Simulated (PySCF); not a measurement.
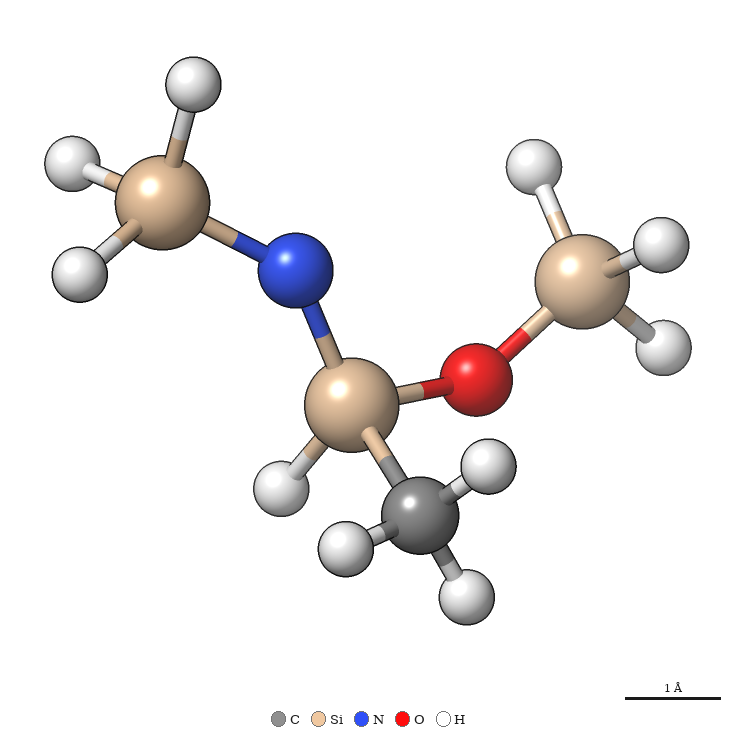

The picture shows a molecular structure as a ball-and-stick model. Every bond is drawn as one stick, whatever its order.

Charge −1, singlet. The geometry was computed by an optimisation with GFN2-xTB. No frequency run is at hand to confirm it as a minimum.

Count the atoms of each element.

CH10NOSi3(-), 16 atoms: 1 carbon, 10 hydrogen, 1 nitrogen, 1 oxygen and 3 silicon.

How many bonds of each kind are drawn?

7 Si–H, 3 C–H, 2 N–Si, 2 O–Si, 1 C–Si.

Name some functional groups or characteristic bonds that it holds.

Among them: Si–H bond, Si–O bond, Si–N bond.

What is its SMILES?

C[Si@@H]([N-][SiH3])O[SiH3]

Describe its rings.

It has no ring.

The parts below concern this one geometry. Atoms keep their numbers from picture to picture.

Symmetry

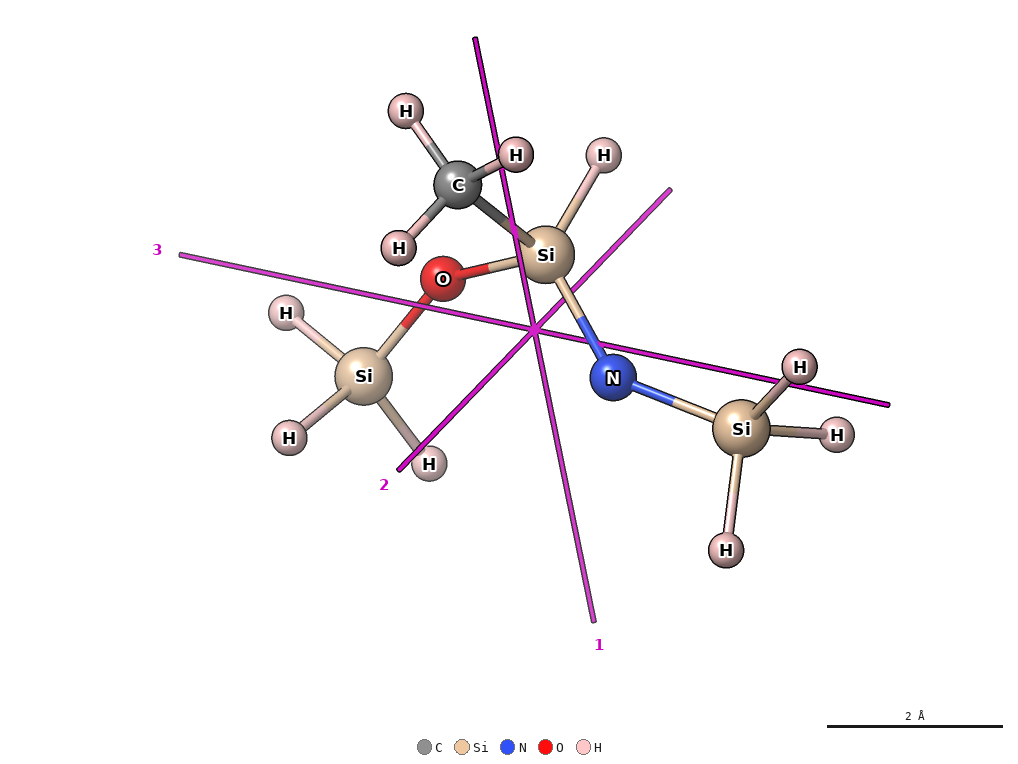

The three principal axes of inertia are drawn and numbered. Atoms fade into the background with distance from the viewer. No frequency run is at hand to confirm it as a minimum. Masses are those of the most abundant isotopes; constants are for the rigid equilibrium geometry.

Which line is the a axis (least moment of inertia), which b and which c?

a is line 3, b is line 1, c is line 2; the moments are 192, 517, 655 u Å².

What kind of rotor is it, and what are its rotational constants in GHz?

An asymmetric top (C1): A = 2.63, B = 0.978, C = 0.771 GHz. Ray's parameter κ is −0.78, nearer the prolate limit.

NMR shielding

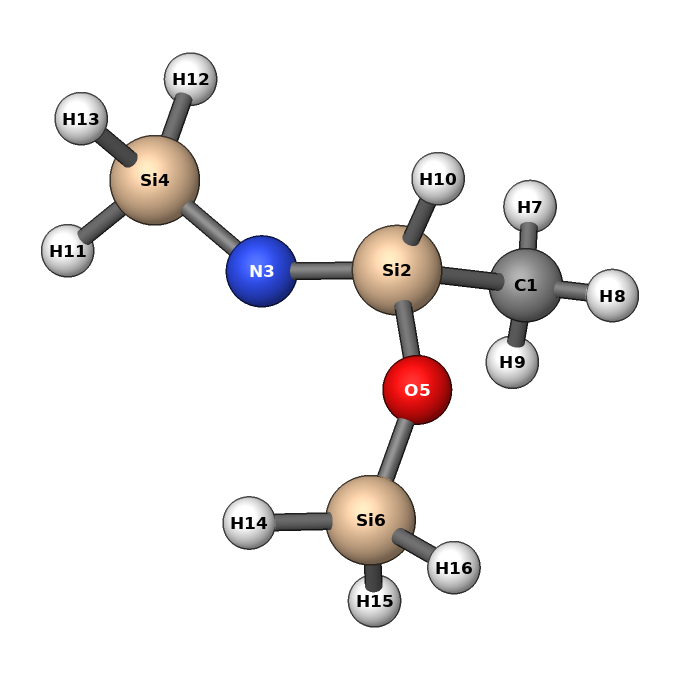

No frequency run is at hand to confirm it as a minimum. Level of theory: GIAO PBE0/pcSseg-1 NMR shielding, non-relativistic, gas phase (PySCF 2.14.0). Principal shieldings σ11 ≤ σ22 ≤ σ33, span Ω = σ33 − σ11, skew κ = 3(σiso − σ22)/Ω.

Give the shielding tensors of the N atoms.

```csv
atom,σ11,σ22,σ33,σiso,Ω,κ
N3,146.7,229.9,281.0,219.2,134.3,−0.24
```

Shieldings and span in ppm.

Charges

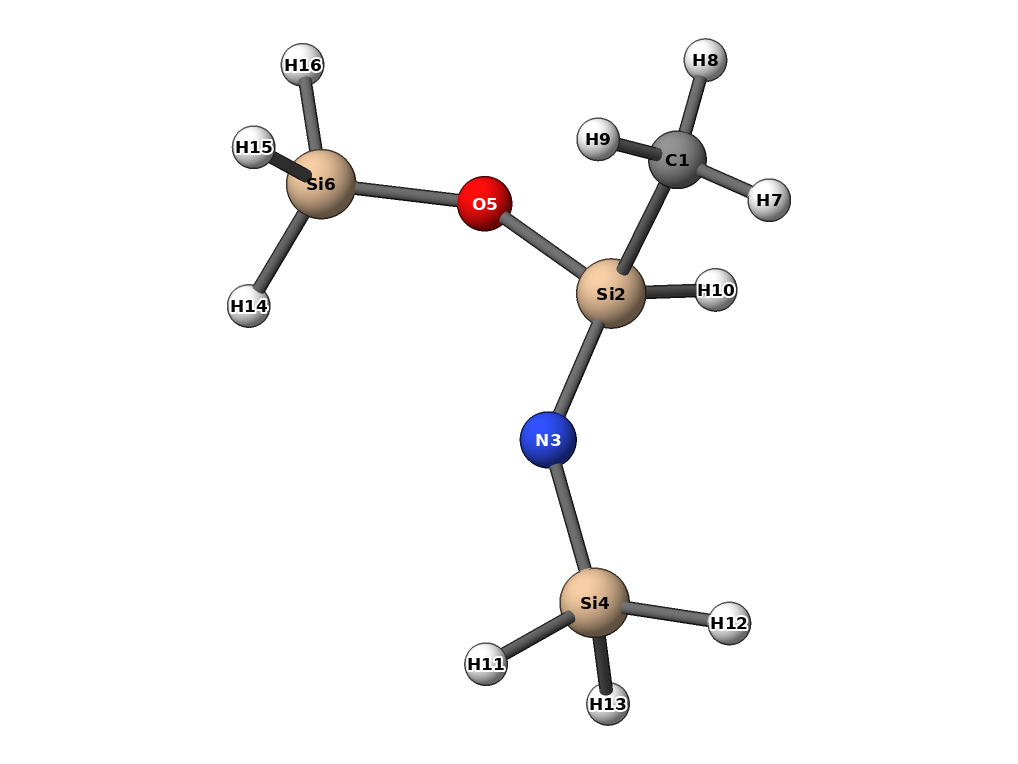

The questions are on IAO charges. No frequency run is at hand to confirm it as a minimum. Method: PBE0/pcSseg-1, gas phase (PySCF 2.14.0).

List the IAO charges.

```csv
atom,value (e)
C1,−0.75
Si2,1.16
N3,−1.10
Si4,0.72
O5,−0.90
Si6,0.90
H7,0.13
H8,0.13
H9,0.14
H10,−0.24
H11,−0.20
H12,−0.22
H13,−0.22
H14,−0.18
H15,−0.18
H16,−0.19
```

Quadrupole coupling

No frequency run is at hand to confirm it as a minimum. Electric field gradients from the ground-state density, PBE0/pcSseg-1 (PySCF 2.14.0), non-relativistic apart from any core potentials.

Give the largest field-gradient component, the quadrupole coupling constant and the asymmetry for 14N at N3 (Q = 20.44 mb), 17O at O5 (Q = −25.6 mb).

```json
{"atom": "N3", "V_zz (a.u.)": "0.379", "e²qQ/h (MHz)": "1.82", "η": "0.69"}
{"atom": "O5", "V_zz (a.u.)": "0.982", "e²qQ/h (MHz)": "−5.91", "η": "0.13"}
```

The geometry is semi-empirical. Around Si such bond lengths and angles can be off by a tenth of an ångström or more and by several degrees, and values that hang on the shape move with them.
